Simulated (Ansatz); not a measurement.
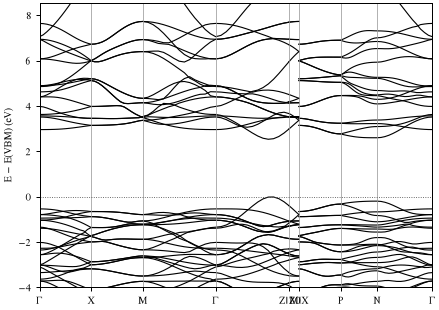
Figure. Band structure from the program Ansatz at the PBEsol level (PAW)

The gap is 2.54 eV; an edge lies off the plotted path or next to a special point (maximum on the Γ–Z line, 75 % of the way from Γ, minimum off the standard path).

Task: Which compound is it?
A) SnS2, I-42d (Sn on 4a, S on 8d)
B) SrLi2Ta2O7, I4/mmm (Pearson symbol tI24)
C) ZnGeP2, chalcopyrite
D) VBiO4, I4_1/amd (V on 4b, Bi on 4a, O on 16h)

Result: D, VBiO4, I4_1/amd (V on 4b, Bi on 4a, O on 16h)

The workflow started from a Materials Project entry (that database holds measured and hypothetical structures alike); the Crystallography Open Database files this formula in space group No. 141, but the cells were not matched. It is not the phase usual at ambient conditions (space group No. 88). The cell was relaxed with PBEsol under the symmetry of its start; whether a distortion lowers the energy is not shown. The run is not spin-polarised. No Hubbard U is applied. Scalar-relativistic: spin–orbit coupling is off unless named, which matters more the heavier the elements.

Potentials: the later of the program's two PAW sets.
